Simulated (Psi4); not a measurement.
# OF (Oxygen monofluoride) at UBP86/def2-TZVP (sweep point 3)

What is the vertical electron affinity of OF (Oxygen monofluoride) at UBP86/def2-TZVP (sweep point 3)? 

Program for the calculation: Psi4 1.11.

4 further runs of the same task are left out: 4 set aside as unsound or not needed.

## 1. The structure to begin with

OF has 2 atoms, charge 0, and is taken as a doublet. SMILES: `[O]F`. The shape is that of a GFN2-xTB optimisation.

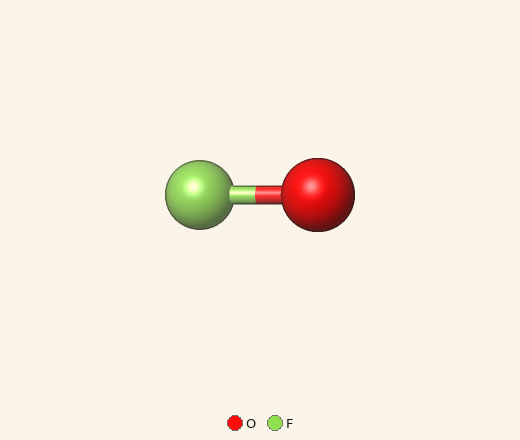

Viewed from a chosen angle; oxygen red, fluorine green.

## 2. The energy at UBP86/def2-TZVP (sweep point 3)

Input file job.py:

```python
import psi4

psi4.set_memory('1600 MB')
psi4.set_num_threads(1)
psi4.set_output_file('run.log', False)

molecule = psi4.geometry("""
0 2
O      0.000000     0.000000     0.000000
F      0.000000     0.000000     1.298450
symmetry c1
""")

psi4.set_options({
    'reference': 'uks',
    'puream': True,
    'scf_type': 'pk',
    'dft_radial_points': 35,
    'dft_spherical_points': 110,
    'maxiter': 150,
})

e, wfn = psi4.energy("bp86/def2-TZVP", return_wfn=True)
print('E =', round(e, 9))
for k, v in sorted(psi4.core.scalar_variables().items()):
    print(f'{k:45s} {v:18.10f}')
```

On the command line:

```bash
$ python job.py
```

run.log:

```text
[...]
  Running in c1 symmetry.
[...]
  Nuclear repulsion =   29.343262480834841
[...]
  Multiplicity = 2
[...]
  Nalpha       = 9
  Nbeta        = 8
[...]
    Number of basis functions: 62
[...]
   @UKS iter   1:  -174.90766964629475   -1.66541e-01   6.10157e-03 ADIIS/DIIS
[...]
   @UKS iter   8:  -174.95816644470580   -1.24754e-07   8.17064e-07 DIIS
[...]
   @S^2 Observed:                7.517989726E-01
[...]
    Orbital Energies [Eh]
    ---------------------
    Alpha Occupied:
       1A    -24.394084     2A    -18.914310     3A     -1.264454
       4A     -0.860845     5A     -0.535696     6A     -0.514912
       7A     -0.481469     8A     -0.321469     9A     -0.268175
    Alpha Virtual:
      10A     -0.046845    11A      0.298121    12A      0.356757
      13A      0.360470    14A      0.380646    15A      0.479727
      16A      0.523431    17A      0.533987    18A      0.846559
      19A      1.273508    20A      1.291013    21A      1.291071
      22A      1.303747    23A      1.795274    24A      1.859068
      25A      1.859830    26A      2.165697    27A      2.199941
[...]
  @UKS Final Energy:  -174.95816644470580
   => Energetics <=
    Nuclear Repulsion Energy =             29.3432624808348415
    One-Electron Energy =                -300.4401464052699566
    Two-Electron Energy =                 115.0510177994422776
    DFT Exchange-Correlation Energy =     -18.9123003197129229
    Empirical Dispersion Energy =           0.0000000000000000
    VV10 Nonlocal Energy =                  0.0000000000000000
    Total Energy =                       -174.9581664447057960
[...]
 Multipole Moments:
 ------------------------------------------------------------------------------------
     Multipole            Electronic (a.u.)      Nuclear  (a.u.)        Total (a.u.)
 ------------------------------------------------------------------------------------
 L = 1.  Multiply by 2.5417464519 to convert [e a0] to [Debye]
 Dipole X            :         -0.0000000            0.0000000           -0.0000000
 Dipole Y            :          0.0000000            0.0000000            0.0000000
 Dipole Z            :          0.6989391           -0.5632697            0.1356694
 Magnitude           :                                                    0.1356694
[...]
```

Standard output:

```text
E = -174.958166445
CURRENT ENERGY                                   -174.9581664447
CURRENT REFERENCE ENERGY                         -174.9581664447
DD SOLVATION ENERGY                                 0.0000000000
DFT FUNCTIONAL TOTAL ENERGY                      -174.9581664447
DFT TOTAL ENERGY                                 -174.9581664447
DFT VV10 ENERGY                                     0.0000000000
DFT XC ENERGY                                     -18.9123003197
GRID ELECTRONS ALPHA                                9.0000330526
GRID ELECTRONS BETA                                 8.0000234073
GRID ELECTRONS TOTAL                               17.0000564599
NUCLEAR REPULSION ENERGY                           29.3432624808
ONE-ELECTRON ENERGY                              -300.4401464053
PCM POLARIZATION ENERGY                             0.0000000000
PE ENERGY                                           0.0000000000
SCF ITERATION ENERGY                             -174.9581664447
SCF ITERATIONS                                      8.0000000000
SCF TOTAL ENERGY                                 -174.9581664447
TWO-ELECTRON ENERGY                               115.0510177994
XC GRID RADIAL POINTS                              35.0000000000
XC GRID SPHERICAL POINTS                          110.0000000000
XC GRID TOTAL POINTS                             7506.0000000000
```

Run time: 1.6 s. Hardware: 1 thread of Intel Xeon Platinum 8488C (Sapphire Rapids), shared host; peak memory 0.24 GiB.

## 3. The singlet anion, same level

Input file calc.py:

```python
import psi4

psi4.set_memory(1600000000)
psi4.set_num_threads(1)
psi4.set_output_file('output.dat', False)

molecule = psi4.geometry("""
-1 1
O      0.000000     0.000000     0.000000
F      0.000000     0.000000     1.298450
symmetry c1
""")

psi4.set_options({
    'puream': True,
    'scf_type': 'pk',
    'dft_radial_points': 35,
    'dft_spherical_points': 110,
})

energy_value = psi4.energy('bp86/def2-TZVP')
print('E =', round(energy_value, 9))
```

On the command line:

```bash
$ python calc.py
```

output.dat:

```text
[...]
  Running in c1 symmetry.
[...]
  Nuclear repulsion =   29.343262480834841
[...]
  Multiplicity = 1
[...]
  Nalpha       = 9
  Nbeta        = 9
[...]
    Number of basis functions: 62
[...]
   @RKS iter   1:  -174.79938101314275   -5.82520e-02   1.17689e-02 DIIS/ADIIS
[...]
   @RKS iter   8:  -174.99982430302020   -1.74630e-08   2.71239e-07 DIIS
[...]
    Orbital Energies [Eh]
    ---------------------
    Doubly Occupied:
       1A    -23.979486     2A    -18.417891     3A     -0.854790
       4A     -0.428932     5A     -0.124572     6A     -0.099550
       7A     -0.099550     8A      0.146710     9A      0.146710
[...]
  @RKS Final Energy:  -174.99982430302020
   => Energetics <=
    Nuclear Repulsion Energy =             29.3432624808348415
    One-Electron Energy =                -307.4621259951856587
    Two-Electron Energy =                 122.4104796547728711
    DFT Exchange-Correlation Energy =     -19.2914404434422515
    Empirical Dispersion Energy =           0.0000000000000000
    VV10 Nonlocal Energy =                  0.0000000000000000
    Total Energy =                       -174.9998243030202048
[...]
 Multipole Moments:
 ------------------------------------------------------------------------------------
     Multipole            Electronic (a.u.)      Nuclear  (a.u.)        Total (a.u.)
 ------------------------------------------------------------------------------------
 L = 1.  Multiply by 2.5417464519 to convert [e a0] to [Debye]
 Dipole X            :         -0.0000000            0.0000000           -0.0000000
 Dipole Y            :          0.0000000            0.0000000            0.0000000
 Dipole Z            :          1.3906218           -0.5632697            0.8273520
 Magnitude           :                                                    0.8273520
[...]
```

The script printed:

```text
E = -174.999824303
```

It took 1.6 s on 1 thread of Intel Xeon Platinum 8488C (Sapphire Rapids), shared host; peak memory 0.24 GiB.

## 4. Results

Level: UBP86/def2-TZVP (sweep point 3).

```
                                                            quantity          value
                                            doublet OF: total energy  -174.95817 Eh
                                           doublet OF: dipole moment         0.34 D
                      doublet OF: HOMO energy (highest over α and β)       -6.87 eV
                       doublet OF: LUMO energy (lowest over α and β)       -6.29 eV
                                                    doublet OF: ⟨S²⟩          0.752
                                         singlet anion: total energy  -174.99982 Eh
                                          singlet anion: HOMO energy        3.99 eV
                                          singlet anion: LUMO energy        9.69 eV
singlet anion: HOMO–LUMO gap (to an unbound level, set by the basis)        5.70 eV
                   vertical electron affinity (to the singlet anion)       1.134 eV
```

At fixed nuclei the extra electron is bound by 1.13 eV (109 kJ/mol). The basis has no diffuse functions, so the error can be as large as this value. The HOMO (singlet anion) lies at positive energy, 3.99 eV, as semi-local functionals often give for anions; only total energies tell whether the electron is bound.
